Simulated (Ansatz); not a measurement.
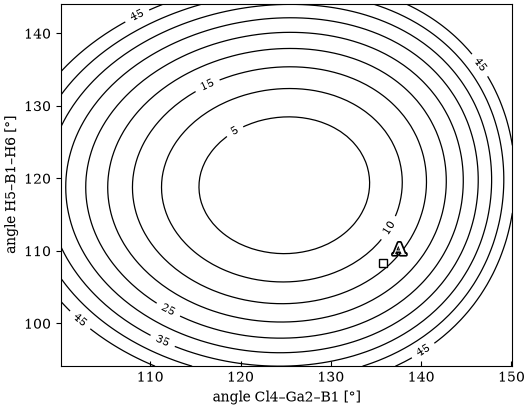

BClFGaH2, SMILES [BH2][Ga]([F])[Cl]. 
- First axis: angle Cl4–Ga2–B1. Second axis: angle H5–B1–H6.
- Nothing is relaxed (all other coordinates rigid).
- The scan uses a 15 × 15 grid.
- All energies are given in kJ/mol relative to the lowest grid point.
- Computed with RKS PBE0-D4/def2-TZVP in Ansatz 0.2.0.

The picture shows contour lines labelled in kJ/mol (none above 45), the point A. Between grid points the surface is interpolated.

### Is A at rest? If not, where is it pushed?

A, at angle Cl4–Ga2–B1 = 135.8°, angle H5–B1–H6 = 108.3°, is not a stationary point. The computed force is 1.4 kJ/mol for each degree towards smaller values of angle Cl4–Ga2–B1 and 1.3 kJ/mol for each degree towards larger values of angle H5–B1–H6.
